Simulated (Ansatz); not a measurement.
```xyz
10

C    -1.3157   -0.3144   -0.7097
Si    0.4920    0.1467   -0.6422
O     1.3998   -0.9196    0.2839
Sb    2.0231    0.2115    1.8561
S     0.8416    1.9677    0.5338
H    -1.8899    0.4536   -1.2541
H    -1.7315   -0.4044    0.3058
H    -1.4490   -1.2766   -1.2322
H     1.0418    0.2821   -2.0201
H     0.6710   -0.1978    2.8815
```

Core potentials replace the inner electrons of Sb.

The calculation used RKS B3LYP-D4/def2-SVP (Ansatz 0.2.0).

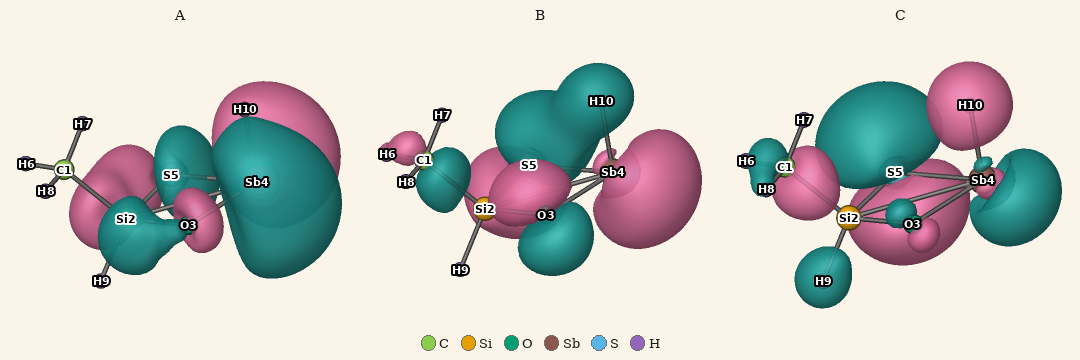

CH$_{5}$OSSbSi. Three frontier orbitals at ±0.08 Å⁻³ᐟ² (teal and pink are the two phases), in no order.

Which picture is the HOMO−1, the HOMO and the LUMO?

Answer. B is the HOMO−1 (−7.59 eV). It lies mainly on Sb4 (about 30 %), S5 (about 25 %) and O3 (about 25 %). C is the HOMO (−6.52 eV). It lies mainly on S5 (about 65 %), Sb4 (about 15 %) and H10 (about 5 %). A is the LUMO (−2.24 eV). It lies mainly on Sb4 (about 65 %), S5 (about 15 %), O3 (about 5 %) and Si2 (about 5 %).

What is the HOMO–LUMO gap?

Answer. 4.28 eV between the orbital energies.
